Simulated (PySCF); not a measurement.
Input file:

```
{"job": {"kind": "inter", "xc": "wB97M-D3(BJ)", "basis": "def2-TZVPD", "pairs": false}, "charge": 0, "multiplicity": 1, "parts": [{"atoms": "0-1", "charge": 0, "multiplicity": 1}, {"atoms": "2-8", "charge": 0, "multiplicity": 1}]}
Br     1.002167     0.259916     0.194141
Br    -1.242895    -0.589529     0.377174
C      3.311741     2.157097    -1.035960
N      3.234216     1.131948    -0.010197
H      3.009214     1.726240    -1.998132
H      4.320903     2.587402    -1.139968
H      2.606493     2.961407    -0.793545
H      3.462103     1.477171     0.917069
H      3.817857     0.324943    -0.207645
```

Run with:

```sh
OMP_NUM_THREADS=1 python cluster_run.py task.json out
```

Geometry: PBE0-D3(BJ)/def2-SVPD.

All numbers below come from PySCF, wB97M-D3(BJ)/def2-TZVPD, SCF density, gas phase.

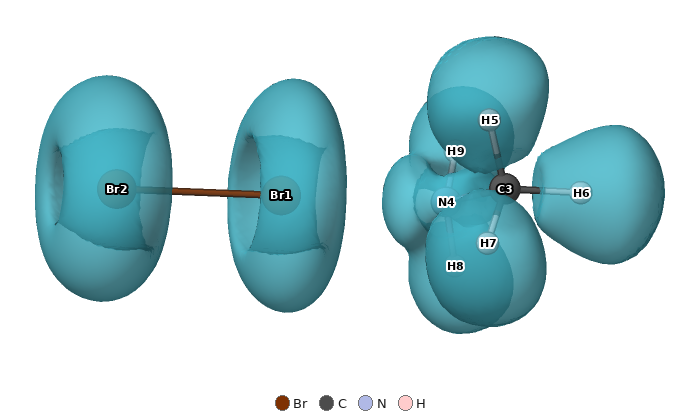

Br$_{2}$···CH$_{5}$N. Isosurface of the ELF at 0.75 (cyan), seen from one side. Only the valence region is drawn (cores and ρ < 0.01 e/Å³ removed).

### Describe the localisation domains.

The ELF exceeds this value in three regions around hydrogen nuclei, one ring or bowl of non-bonding electrons around Br, one region wrapped around Br (its lone pairs, merged into a ring or cap) and one joined region spread over several atoms (H, N), in which their bonds and any lone pairs are merged. Profiles from the grid: Br1···N4 (2.41 Å): the ELF peaks at about 0.95 in the valence shell of N, 0.6 Å from its nucleus, and is about 0.25 at the midpoint. C–N (1.45 Å): the ELF peaks at about 0.95 between the atoms: localised, covalent bonding.
